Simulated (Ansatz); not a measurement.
**SiPH₂+ (quintet): correlated methods under varied settings**

Aim: run SiPH₂+ (quintet) at one geometry under a spread of methods and options, and see what each costs and gives.

Method: the settings change from run to run; program: Ansatz 0.2.0, Gaussian basis.

24 further runs of the same task are left out: 8 that didn't finish, 16 set aside as unsound or not needed.

### Step 1. The system

The geometry is a PBE0/def2-TZVP stationary point (not a proven minimum) of the parent state, kept for this charge and spin.

4 atoms, charge 1, spin multiplicity 5.

Atoms are counted from 1 here; the program's logs count them from 0.

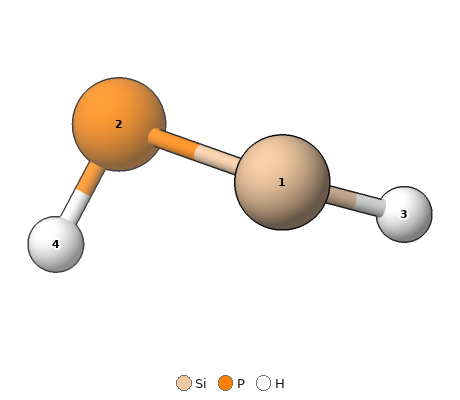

The structure; silicon light orange, phosphorus orange, hydrogen white; atoms are numbered from 1 in the order of the file.

### Step 2. HF/6-31G

File in.yaml:

```yaml
crystal:
  periodic: [false, false, false]
  atoms:
    - {symbol: Si, position_ang: [-0.059994, -0.083342, 1.179230]}
    - {symbol: P, position_ang: [0.000332, 0.090462, -1.088224]}
    - {symbol: H, position_ang: [0.995175, 0.691262, 1.910267]}
    - {symbol: H, position_ang: [0.666308, -1.148881, -1.327757]}
basis:
  gaussian: {orbitals: 6-31G}
total_charge: 1
magnetization: {spin_polarized: false, initial_magnetization: 4}
hamiltonian: {xc: hf}
accuracy: high
output: {forces: true, orbitals: {seedname: orbitals}}
```

On the command line:

```sh
ansatz run in.yaml --threads 1 --pin off --events-out ev --progress --plain --max-ram 2393MiB
```

What it wrote:

```text
Functional definition: HF
  name "HF"
  cite "Fock, Z. Phys. 61, 126 (1930) doi:10.1007/BF01340294"
  parent pbe
  exchange = exact_x
  correlation = 0
646 factors; integrals over basis functions are off by at most 3.0e-9 eV
mean field evaluation 1: about -17150.8202 eV, gradient 7.7e0 eV
mean field evaluation 2: about -17150.8294 eV, gradient 7.7e0 eV
mean field evaluation 4: about -17151.7769 eV, gradient 1.1e0 eV
mean field evaluation 8: about -17151.8156 eV, gradient 4.7e-4 eV
mean field -17151.81564412 eV, -630.3175990031 hartree, gradient 1.9e-8 eV, S^2 6.000000; 0 other end points of the search recorded, 0 dependent functions left out
the calculation of the forces begins
reference -17151.81564412 eV, -630.3175990031 hartree; 17, 13 occupied and 13, 17 virtual orbitals, 646 factors
Total energy: -17151.81564412 eV, -630.3175990031 hartree
Atom 0 at    -0.059994    -0.083342     1.179230 Å, force    -0.573474     0.639709     2.686965 eV/Å
Atom 1 at     0.000332     0.090462    -1.088224 Å, force     0.632902    -0.966567    -1.061495 eV/Å
Atom 2 at     0.995175     0.691262     1.910267 Å, force    -0.025106    -0.158007    -0.373300 eV/Å
Atom 3 at     0.666308    -1.148881    -1.327757 Å, force    -0.034322     0.484865    -1.252171 eV/Å
Dipole moment:     0.048045    -0.072744    -0.259712 e Å
```

Run time: 0.84 s. Hardware: 1 thread of Arm Neoverse V1, shared host.

### Step 3. CCSD on UHF/cc-pVDZ

Changes to in.yaml since step 2:

```diff
@@ -8,7 +8,5 @@
 basis:
-  gaussian: {orbitals: 6-31G}
+  gaussian: {orbitals: cc-pVDZ}
 total_charge: 1
-magnetization: {spin_polarized: false, initial_magnetization: 4}
-hamiltonian: {xc: hf}
-accuracy: high
-output: {forces: true, orbitals: {seedname: orbitals}}
+magnetization: {spin_polarized: true, initial_magnetization: 4}
+correlation: {method: ccsd, electrons: valence}
```

Launched as before.

What it wrote, cut to the lines that bear on the results:

```text
Functional definition: HF
  name "HF"
  cite "Fock, Z. Phys. 61, 126 (1930) doi:10.1007/BF01340294"
  parent pbe
[...]
466 factors; integrals over basis functions are off by at most 1.0e-3 eV
[...]
mean field -17154.39407008 eV, -630.4123544097 hartree, gradient 8.6e-6 eV, S^2 6.012583; 1 other end points of the search recorded, 0 dependent functions left out
determinant -17154.39407008 eV, -630.4123544097 hartree, with singles and doubles -17159.01320295 eV, -630.5821044114 hartree
determinant -17151.85331692 eV, -630.3189834532 hartree, with singles and doubles -17156.82634179 eV, -630.5017387462 hartree
10 core orbitals not correlated: weight in the atoms' cores, before any rotation towards them, 1.000 or more for the frozen orbitals, at most 0.000 for the correlated occupied ones
reference -17154.39407008 eV, -630.4123544097 hartree; 7, 3 occupied and 29, 33 virtual orbitals, 466 factors
second order -3.61882938 eV of doubles, -0.00000000 eV of singles
cycle   1  -4.61926650 eV  change   -1.3e-4 eV  update   2.5e-3
[...]
cycle   9  -4.62108006 eV  change    1.0e-6 eV  update   2.7e-6
Total energy: -17159.01515015 eV, -630.5821759697 hartree
```

Run time: 1.6 s. Hardware: 1 thread of Arm Neoverse V1, shared host.

From the report: ⟨S²⟩ of the determinant 6.013 (pure quintet: 6.00); correlation -4.6211 eV; T1 0.027; largest double amplitude 0.04.

### Step 4. CCSD on UHF/6-31G*

Changes to in.yaml since step 3:

```diff
@@ -8,3 +8,3 @@
 basis:
-  gaussian: {orbitals: cc-pVDZ}
+  gaussian: {orbitals: "6-31G*"}
 total_charge: 1
@@ -12 +12,2 @@
 correlation: {method: ccsd, electrons: valence}
+output: {forces: true}
```

The command is unchanged.

What it wrote, cut to the lines that bear on the results:

```text
Functional definition: HF
  name "HF"
  cite "Fock, Z. Phys. 61, 126 (1930) doi:10.1007/BF01340294"
  parent pbe
[...]
394 factors; integrals over basis functions are off by at most 9.7e-4 eV
[...]
mean field -17153.34446215 eV, -630.3737820296 hartree, gradient 2.7e-6 eV, S^2 6.010825; 1 other end points of the search recorded, 0 dependent functions left out
determinant -17153.34446215 eV, -630.3737820296 hartree, with singles and doubles -17157.34130782 eV, -630.5206633989 hartree
determinant -17150.65261563 eV, -630.2748584945 hartree, with singles and doubles -17155.06846522 eV, -630.4371379739 hartree
10 core orbitals not correlated: weight in the atoms' cores, before any rotation towards them, 1.000 or more for the frozen orbitals, at most 0.000 for the correlated occupied ones
reference -17153.34446215 eV, -630.3737820296 hartree; 7, 3 occupied and 25, 29 virtual orbitals, 394 factors
second order -3.07075929 eV of doubles, -0.00000000 eV of singles
cycle   1  -3.99684220 eV  change    3.5e-6 eV  update   2.2e-3
[...]
cycle  11  -3.99818752 eV  change   -1.7e-6 eV  update   5.6e-7
[...]
Total energy: -17157.34264967 eV, -630.5207127109 hartree
Atom 0 at    -0.059994    -0.083342     1.179230 Å, force    -0.786701     0.373833     1.555867 eV/Å
Atom 1 at     0.000332     0.090462    -1.088224 Å, force     0.481426    -0.788115    -0.345459 eV/Å
Atom 2 at     0.995175     0.691262     1.910267 Å, force     0.276982     0.044784    -0.182741 eV/Å
Atom 3 at     0.666308    -1.148881    -1.327757 Å, force     0.028293     0.369499    -1.027668 eV/Å
Dipole moment:     0.090993    -0.037951    -0.197519 e Å
```

Run time: 2.3 s. Hardware: 1 thread of Arm Neoverse V1, shared host.

From the report: ⟨S²⟩ of the determinant 6.011 (pure quintet: 6.00); correlation -3.9982 eV; T1 0.027; largest double amplitude 0.05.

### Step 5. NEVPT2(8,7)/def2-SVP

Changes to in.yaml since step 4:

```diff
@@ -8,6 +8,6 @@
 basis:
-  gaussian: {orbitals: "6-31G*"}
+  gaussian: {orbitals: def2-SVP}
 total_charge: 1
-magnetization: {spin_polarized: true, initial_magnetization: 4}
-correlation: {method: ccsd, electrons: valence}
+magnetization: {spin_polarized: false, initial_magnetization: 4}
+correlation: {method: sc_nevpt2, electrons: valence, active_space: {window: {electrons: 8, orbitals: 7}}}
 output: {forces: true}
```

Same command.

What it wrote, cut to the lines that bear on the results:

```text
Functional definition: HF
  name "HF"
  cite "Fock, Z. Phys. 61, 126 (1930) doi:10.1007/BF01340294"
  parent pbe
[...]
430 factors; integrals over basis functions are off by at most 1.2e-3 eV
[...]
mean field -17148.72387675 eV, -630.2039786481 hartree, gradient 3.2e-6 eV, S^2 6.000000; 0 other end points of the search recorded, 0 dependent functions left out
reference -17148.72387675 eV, -630.2039786481 hartree; 17, 13 occupied and 29, 33 virtual orbitals, 430 factors
state -17149.22416650 eV, -630.2223639571 hartree
state -17149.22416650 eV, -630.2223639571 hartree; corrected -17152.37797404 eV, -630.3382642466 hartree
state -17149.20051988 eV, -630.2214949598 hartree
state -17149.20051988 eV, -630.2214949598 hartree; corrected -17152.36960837 eV, -630.3379568140 hartree
state -17149.22416650 eV, -630.2223639571 hartree; corrected -17152.37797404 eV, -630.3382642466 hartree
[...]
Total energy: -17152.37797404 eV, -630.3382642466 hartree
Atom 0 at    -0.059994    -0.083342     1.179230 Å, force    -0.556983     0.577500     1.833334 eV/Å
Atom 1 at     0.000332     0.090462    -1.088224 Å, force     0.386676    -0.627577    -0.387072 eV/Å
Atom 2 at     0.995175     0.691262     1.910267 Å, force     0.035191    -0.146008    -0.352741 eV/Å
Atom 3 at     0.666308    -1.148881    -1.327757 Å, force     0.135116     0.196085    -1.093522 eV/Å
Dipole moment:     0.084256    -0.059601    -0.217001 e Å
```

It took 2.1 s on 1 thread of Arm Neoverse V1, shared host.

From the report: 147 determinants; active occupations 2.00, 1.97, 1.00, 1.00, 1.00, 1.00, 0.03.

### Step 6. CCSDT on ROHF/STO-3G

Changes to in.yaml since step 5:

```diff
@@ -8,6 +8,6 @@
 basis:
-  gaussian: {orbitals: def2-SVP}
+  gaussian: {orbitals: STO-3G}
 total_charge: 1
 magnetization: {spin_polarized: false, initial_magnetization: 4}
-correlation: {method: sc_nevpt2, electrons: valence, active_space: {window: {electrons: 8, orbitals: 7}}}
-output: {forces: true}
+correlation: {method: ccsdt, electrons: outside_noble_gas, diis_vectors: 2}
+scf: {lower_state_search: full}
```

Launched as before.

What it wrote, cut to the lines that bear on the results:

```text
Functional definition: HF
  name "HF"
  cite "Fock, Z. Phys. 61, 126 (1930) doi:10.1007/BF01340294"
  parent pbe
[...]
330 factors; integrals over basis functions are off by at most 2.6e-8 eV
[...]
mean field -16961.98471126 eV, -623.3414408926 hartree, gradient 4.1e-6 eV, S^2 6.000000; 5 other end points of the search recorded, 0 dependent functions left out
10 core orbitals not correlated: weight in the atoms' cores, before any rotation towards them, 1.000 or more for the frozen orbitals, at most 0.000 for the correlated occupied ones
reference -16961.98471126 eV, -623.3414408926 hartree; 7, 3 occupied and 3, 7 virtual orbitals, 330 factors
second order -0.98889744 eV of doubles, -0.01533573 eV of singles
cycle   1  -1.35924014 eV  change   -3.5e-1 eV  update   5.8e-2
[...]
cycle  21  -1.63059958 eV  change   -6.7e-7 eV  update   8.8e-7
Total energy: -16963.61531084 eV, -623.4013643220 hartree
```

It took 0.6 s on 1 thread of Arm Neoverse V1, shared host.

From the report: correlation -1.6306 eV; T1 0.015; largest double amplitude 0.07.

### Step 7. BCCD(T)/6-31++G**

Changes to in.yaml since step 6:

```diff
@@ -8,6 +8,6 @@
 basis:
-  gaussian: {orbitals: STO-3G}
+  gaussian: {orbitals: "6-31++G**"}
 total_charge: 1
 magnetization: {spin_polarized: false, initial_magnetization: 4}
-correlation: {method: ccsdt, electrons: outside_noble_gas, diis_vectors: 2}
-scf: {lower_state_search: full}
+hamiltonian: {xc: {name: PBE0}}
+correlation: {method: bccd_t, electrons: outside_noble_gas}
```

The command is unchanged.

What it wrote, cut to the lines that bear on the results:

```text
Functional definition: PBE0
  name "PBE0"
  cite "Adamo & Barone, J. Chem. Phys. 110, 6158 (1999) doi:10.1063/1.478522"
  cite "Perdew, Burke & Ernzerhof, Phys. Rev. Lett. 77, 3865 (1996) doi:10.1103/PhysRevLett.77.3865"
  parent pbe
[...]
500 factors; integrals over basis functions are off by at most 9.5e-4 eV
[...]
mean field -17177.26379613 eV, -631.2528013401 hartree, gradient 3.0e-6 eV, S^2 6.000000; 0 other end points of the search recorded, 0 dependent functions left out
[...]
10 core orbitals not correlated: weight in the atoms' cores, before any rotation towards them, 1.000 or more for the frozen orbitals, at most 0.000 for the correlated occupied ones
reference -17152.99354082 eV, -630.3608859086 hartree; 7, 3 occupied and 41, 45 virtual orbitals, 500 factors
second order -3.72905055 eV of doubles, -0.24776224 eV of singles
cycle   1  -4.51885148 eV  change   -5.4e-1 eV  update   5.8e-2
[...]
cycle  12  -4.72889766 eV  change    2.9e-6 eV  update   8.0e-6
perturbative correction -0.12971771 eV, -0.0047670381 hartree
Total energy: -17157.85215619 eV, -630.5394367303 hartree
```

It took 4.2 s on 1 thread of Arm Neoverse V1, shared host.

From the report: correlation -4.8586 eV; largest double amplitude 0.03.

### Step 8. HF/cc-pVDZ

Changes to in.yaml since step 7:

```diff
@@ -8,6 +8,6 @@
 basis:
-  gaussian: {orbitals: "6-31++G**"}
+  gaussian: {orbitals: cc-pVDZ, point_charges: [{charge: -1.00, position_ang: [5.194, -0.356, -0.460]}]}
 total_charge: 1
 magnetization: {spin_polarized: false, initial_magnetization: 4}
-hamiltonian: {xc: {name: PBE0}}
-correlation: {method: bccd_t, electrons: outside_noble_gas}
+hamiltonian: {xc: hf}
+output: {orbitals: {seedname: orbitals}}
```

Launched as before.

What it wrote:

```text
Functional definition: HF
  name "HF"
  cite "Fock, Z. Phys. 61, 126 (1930) doi:10.1007/BF01340294"
  parent pbe
  exchange = exact_x
  correlation = 0
466 factors; integrals over basis functions are off by at most 1.0e-3 eV
mean field evaluation 1: about -17155.8992 eV, gradient 8.5e0 eV
mean field evaluation 2: about -17155.9048 eV, gradient 8.5e0 eV
mean field evaluation 4: about -17156.9390 eV, gradient 1.4e0 eV
mean field evaluation 8: about -17157.0030 eV, gradient 7.2e-3 eV
mean field -17157.00295575 eV, -630.5082291896 hartree, gradient 2.0e-5 eV, S^2 6.000000; 0 other end points of the search recorded, 0 dependent functions left out
reference -17157.00295575 eV, -630.5082291896 hartree; 17, 13 occupied and 29, 33 virtual orbitals, 466 factors
Total energy: -17157.00295575 eV, -630.5082291896 hartree
```

Wall time 0.42 s (1 thread of Arm Neoverse V1, shared host).

### Step 9. NEVPT2(4,5)/6-31G

Changes to in.yaml since step 8:

```diff
@@ -8,6 +8,5 @@
 basis:
-  gaussian: {orbitals: cc-pVDZ, point_charges: [{charge: -1.00, position_ang: [5.194, -0.356, -0.460]}]}
+  gaussian: {orbitals: 6-31G}
 total_charge: 1
 magnetization: {spin_polarized: false, initial_magnetization: 4}
-hamiltonian: {xc: hf}
-output: {orbitals: {seedname: orbitals}}
+correlation: {method: sc_nevpt2, electrons: valence, active_space: {window: {electrons: 4, orbitals: 5}, states: [{multiplicity: 5, weights: [1, 1, 1, 1]}]}}
```

Launched as before.

What it wrote, cut to the lines that bear on the results:

```text
Functional definition: HF
  name "HF"
  cite "Fock, Z. Phys. 61, 126 (1930) doi:10.1007/BF01340294"
  parent pbe
[...]
620 factors; integrals over basis functions are off by at most 1.2e-7 eV
[...]
mean field -17151.81564409 eV, -630.3175990023 hartree, gradient 2.3e-6 eV, S^2 6.000000; 0 other end points of the search recorded, 0 dependent functions left out
reference -17151.81564409 eV, -630.3175990023 hartree; 17, 13 occupied and 13, 17 virtual orbitals, 620 factors
state -17151.71570952 eV, -630.3139264744 hartree
state -17147.64482369 eV, -630.1643241794 hartree
state -17145.26542776 eV, -630.0768829918 hartree
state -17143.16313857 eV, -629.9996252893 hartree
state -17151.71570952 eV, -630.3139264744 hartree; corrected -17153.41749767 eV, -630.3764660356 hartree
state -17147.64482369 eV, -630.1643241794 hartree; corrected -17149.47712615 eV, -630.2316600528 hartree
state -17145.26542776 eV, -630.0768829918 hartree; corrected -17147.40189351 eV, -630.1553966602 hartree
state -17143.16313857 eV, -629.9996252893 hartree; corrected -17145.43384684 eV, -630.0830722788 hartree
Total energy: -17148.93259104 eV, -630.2116487568 hartree
```

Wall time 0.69 s (1 thread of Arm Neoverse V1, shared host).

From the report: 5 determinants; active occupations (of the averaged states) 1.00, 0.75, 0.75, 0.75, 0.75.

### Step 10. CCSD(T) on ROHF/cc-pVDZ

File in.yaml:

```yaml
crystal:
  periodic: [false, false, false]
  atoms:
    - {symbol: Si, position_ang: [-0.059994, -0.083342, 1.179230]}
    - {symbol: P, position_ang: [0.000332, 0.090462, -1.088224]}
    - {symbol: H, position_ang: [0.995175, 0.691262, 1.910267]}
    - {symbol: H, position_ang: [0.666308, -1.148881, -1.327757]}
basis:
  gaussian: {orbitals: cc-pVDZ}
total_charge: 1
magnetization: {spin_polarized: false, initial_magnetization: 4}
correlation: {method: ccsd_t, electrons: outside_noble_gas}
accuracy: high
output: {forces: true}
```

Launched as before.

What it wrote, cut to the lines that bear on the results:

```text
Functional definition: HF
  name "HF"
  cite "Fock, Z. Phys. 61, 126 (1930) doi:10.1007/BF01340294"
  parent pbe
[...]
977 factors; integrals over basis functions are off by at most 3.1e-9 eV
[...]
mean field -17154.26951848 eV, -630.4077772225 hartree, gradient 3.1e-8 eV, S^2 6.000000; 1 other end points of the search recorded, 0 dependent functions left out
[...]
determinant -17154.26951848 eV, -630.4077772225 hartree, with singles and doubles -17159.00856240 eV, -630.5819338745 hartree
determinant -17151.62701021 eV, -630.3106668349 hartree, with singles and doubles -17156.82442857 eV, -630.5016684366 hartree
10 core orbitals not correlated: weight in the atoms' cores, before any rotation towards them, 1.000 or more for the frozen orbitals, at most 0.000 for the correlated occupied ones
reference -17154.26951848 eV, -630.4077772225 hartree; 7, 3 occupied and 29, 33 virtual orbitals, 977 factors
second order -3.66198618 eV of doubles, -0.07872576 eV of singles
cycle   1  -4.73934724 eV  change   -3.0e-4 eV  update   2.9e-3
[...]
cycle  22  -4.74186568 eV  change   1.4e-10 eV  update  6.0e-10
perturbative correction -0.13873296 eV, -0.0050983423 hartree
[...]
Total energy: -17159.15011712 eV, -630.5871359146 hartree
Atom 0 at    -0.059994    -0.083342     1.179230 Å, force    -0.866709     0.254006     1.817516 eV/Å
Atom 1 at     0.000332     0.090462    -1.088224 Å, force     0.346200    -0.511597    -0.709142 eV/Å
Atom 2 at     0.995175     0.691262     1.910267 Å, force     0.372245     0.104315    -0.111809 eV/Å
Atom 3 at     0.666308    -1.148881    -1.327757 Å, force     0.148264     0.153276    -0.996565 eV/Å
Dipole moment:     0.088574    -0.041445    -0.172833 e Å
```

Wall time 9.5 s (1 thread of Arm Neoverse V1, shared host).

From the report: correlation -4.8806 eV; T1 0.035; largest double amplitude 0.04.

### Step 11. The runs in one table

Where basis and cores are those of an earlier UCCSDT(Q)/cc-pVDZ run (-17159.1954 eV), and the state is the same kind, the miss against it is given.

```
                                     level         correlated  functions  energy (eV)  from UCCSDT(Q) (meV)    time
                                  HF/6-31G                            30  -17151.8156                        0.84 s
                       CCSD on UHF/cc-pVDZ            valence         46  -17159.0152                 180.3   1.6 s
                        CCSD on UHF/6-31G*            valence         42  -17157.3426                         2.3 s
                      NEVPT2(8,7)/def2-SVP            valence         46  -17152.3780                         2.1 s
                      CCSDT on ROHF/STO-3G  outside noble gas         20  -16963.6153                         0.6 s
      BCCD(T)/6-31++G** (on PBE0 orbitals)  outside noble gas         58  -17157.8522                         4.2 s
        HF/cc-pVDZ (beside a point charge)                            46  -17157.0030                        0.42 s
NEVPT2(4,5)/6-31G (mean of several states)            valence         30  -17148.9326                        0.69 s
                   CCSD(T) on ROHF/cc-pVDZ  outside noble gas         46  -17159.1501                  45.3   9.5 s
```

### Step 12. Outcome

| quantity | value |
| --- | --- |
| runs | 9 |
| quickest | HF/cc-pVDZ (beside a point charge), 0.42 s |
| slowest | CCSD(T) on ROHF/cc-pVDZ, 9.5 s |

**Reading.** Total energies in different bases, with other cores or another treatment of relativity can't be set against each other. CCSD(T) on ROHF/cc-pVDZ took 23 times as long as HF/cc-pVDZ (beside a point charge); the jobs differ in more than the method. Among the correlated runs with a miss given, it spans +45 to +180 meV.
